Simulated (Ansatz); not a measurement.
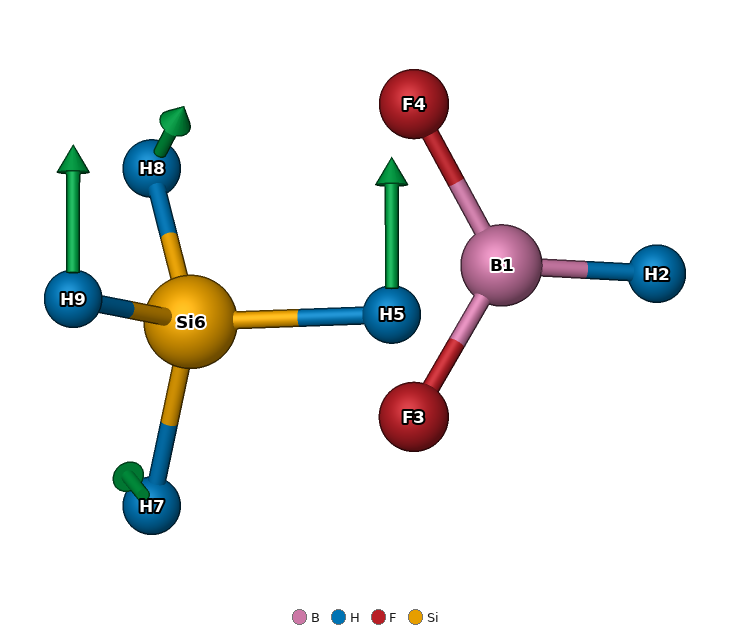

The arrows show one normal mode. Harmonic vibrations computed with RKS PBE0-D4/def2-TZVP (Ansatz 0.2.0) at a stationary point of the same level.

Q: What kind of motion is it?

A: Mostly H–Si–H bending.

Q: At what wavenumber does it lie?

A: 904 cm⁻¹; it is mode 9 of 21 counted from the lowest.
